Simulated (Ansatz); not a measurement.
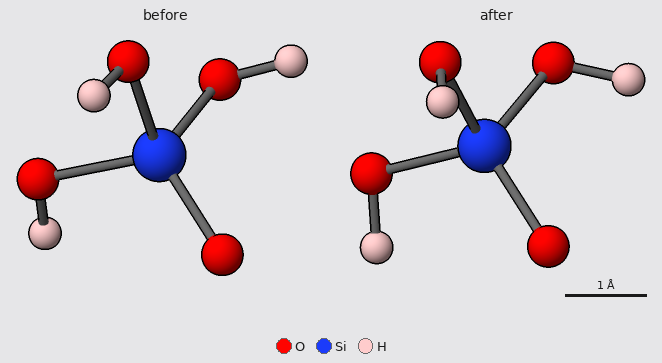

The structure of SiH$_{3}$O$_{4}$ (charge −1) before (left) and after (right) a relaxation, at one scale.

Style: ball-and-stick. Shown from a free direction.

The start comes from GFN2-xTB.

The calculation used RKS PBE0-D4/def2-TZVPD in Ansatz. (force threshold 0.005 eV/Å; at most 150 steps)

Question: What changed between the two?

Answer: The largest moves after the best rigid fit, 0.25 Å, are those of H atoms. Largest moves by element: H 0.25 Å, O 0.24 Å, Si 0.14 Å. Some distances before and after: O–Si 1.542 → 1.558 Å, H–O 0.951 → 0.959 Å. Among the angles between lasting bonds that change: Si–O–H 109.6° → 107.0°, Si–O–H 109.5° → 107.0°. Groups turn about O–Si by about 35°, O–Si by about 35°, O–Si by about 35°. The energy falls by 0.090 eV in 9 accepted moves (10 points after the start). Largest force component: 0.46 eV/Å at the start, 0.0013 eV/Å at the end. The line search rejected the trial step at point 2 of the run.
